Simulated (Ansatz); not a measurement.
**GePH+ (quartet): wave-function methods side by side, cc-pVTZ**

How much of the correlation energy of GePH+ (quartet) does each wave-function method recover here?

Method: cc-pVTZ, core rule «outside noble gas», up to 19 orbitals frozen; program: Ansatz 0.2.0, Gaussian basis.

To be run: UHF; CCSD(T) on ROHF; CCSD(T) on UHF; BCCD(T) on ROHF; CCSDT(Q) on ROHF; CCSDT(Q) on UHF; CASSCF and MRCISD+Q, 9 electrons in 9 orbitals; CASSCF and NEVPT2, 9 electrons in 9 orbitals.

6 further runs of the same task are left out: 6 set aside as unsound or not needed.

## (1) The system

The geometry is a PBE0/def2-TZVP stationary point (not a proven minimum) of the parent state, kept for this charge and spin. No spin-orbit coupling is included. The filled d shell of Ge may be among the frozen orbitals whatever the setting's name suggests; the logs give the count.

3 atoms, charge 1, spin multiplicity 4.

Atoms are counted from 1 here; the program's logs count them from 0.

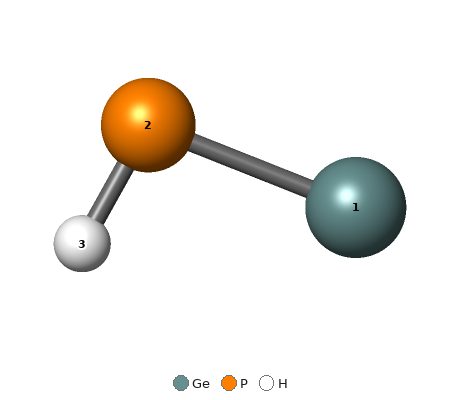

The geometry (germanium teal, phosphorus orange, hydrogen white); atoms are numbered from 1 in the order of the file.

## (2) UHF

Contents of in.yaml:

```yaml
crystal:
  periodic: [false, false, false]
  atoms:
    - {symbol: Ge, position_ang: [0.000000, 0.017255, 0.720743]}
    - {symbol: P, position_ang: [0.000000, -0.083577, -1.629309]}
    - {symbol: H, position_ang: [0.000000, 1.324792, -1.874064]}
basis:
  gaussian: {orbitals: cc-pVTZ}
total_charge: 1
magnetization: {spin_polarized: true, initial_magnetization: 3}
hamiltonian: {xc: hf}
output: {orbitals: {seedname: orbitals}}
```

Run with:

```sh
$ ansatz run in.yaml --threads 1 --pin off --events-out ev --progress --plain --max-ram 4096MiB --backend cpu
```

The runs that follow: CCSD(T) on ROHF; CCSD(T) on UHF; BCCD(T) on ROHF; CCSDT(Q) on ROHF; CCSDT(Q) on UHF; CASSCF and MRCISD+Q, 9 electrons in 9 orbitals; CASSCF and NEVPT2, 9 electrons in 9 orbitals.

**Question.** What will the summary of the whole plan be? Wanted: UCCSDT(Q) below the RHF energy; RMP2 from UCCSDT(Q); UMP2 from UCCSDT(Q); RCCSD from UCCSDT(Q); RCCSD(T) from UCCSDT(Q); UCCSD(T) from UCCSDT(Q); RCCSDT(Q) from UCCSDT(Q); NEVPT2 valence from UCCSDT(Q); MRCISD+Q valence from UCCSDT(Q).

As calculated:

```
                         quantity                      value
   UCCSDT(Q) below the RHF energy                 -5.9809 eV
              RMP2 from UCCSDT(Q)                +1182.8 meV
              UMP2 from UCCSDT(Q)                +1255.1 meV
             RCCSD from UCCSDT(Q)                 +320.1 meV
          RCCSD(T) from UCCSDT(Q)                  +67.6 meV
          UCCSD(T) from UCCSDT(Q)                  +59.7 meV
         RCCSDT(Q) from UCCSDT(Q)                  +11.0 meV
    NEVPT2 valence from UCCSDT(Q)                +1003.6 meV
  MRCISD+Q valence from UCCSDT(Q)                  +48.6 meV
levels within 1 kcal/mol (43 meV)  RCCSDT, UCCSDT, RCCSDT(Q)
                    T1 diagnostic                      0.029
   effectively unpaired electrons                       3.03
```

In words: RCCSD(T) misses by +67.6 meV, 1.1 % of the correlation energy. One determinant dominates. Of the multireference levels listed MRCISD+Q valence comes nearest in total energy (+48.6 meV), which doesn't show that its space is the better one. These misses are within one basis, not against nature; the frozen cores of restricted and unrestricted runs differ, which can shift their rows.
